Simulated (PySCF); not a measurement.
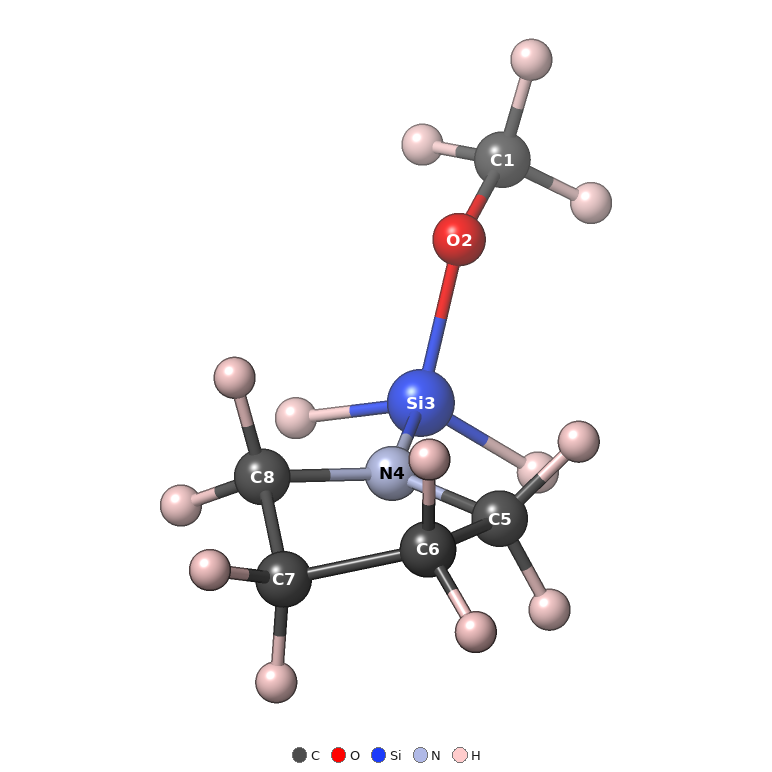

Atoms fade into the background with distance from the viewer. Computed geometry: PBE0-D3(BJ)/def2-SVP optimisation. No frequency run is at hand to confirm it as a minimum.

Question: What is the conformation of the ring N4–C5–C6–C7–C8?

Answer: It is an envelope, with C7 as the flap. The Cremer–Pople amplitude Q is 0.39 Å.

Question: Give the torsion angles round the ring, beginning with the bond from its second to its third atom.

Answer: 25°, −38°, 38°, −23°, −1°.
